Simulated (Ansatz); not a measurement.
The starting structures come from a database of crystals and need not be the phases stable at ambient conditions.

 Where the default PAW files enter, the runs use the earlier of Ansatz's two default sets.

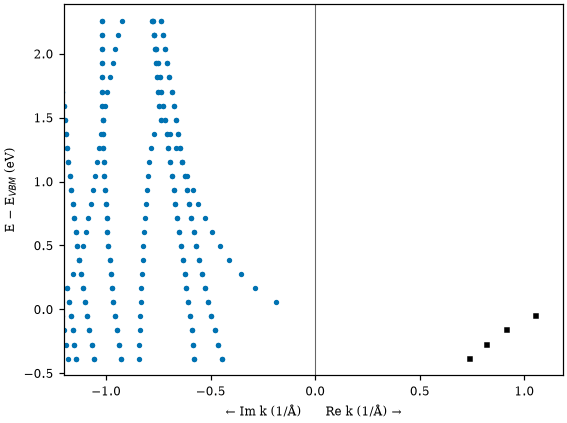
Figure: Complex bands at the centre of the two-dimensional zone; r2SCAN (Ansatz, a program for electronic structure)

No gap correction and no spin-orbit coupling; mid-gap values are interpolated between computed energies.

Problem. This is HgF (I4/mmm, not sure to be the ambient phase, 4 atoms a cell, 19.2 Å³ an atom, -2 GPa at this level) along the normal of (110). Read off the slowest decay at the centre of the two-dimensional zone at 1.04 eV, the computed energy nearest the middle of the gap.

Solution. κ ≈ 0.61 1/Å, a decay length 1/(2κ) of the density of 0.81 Å.
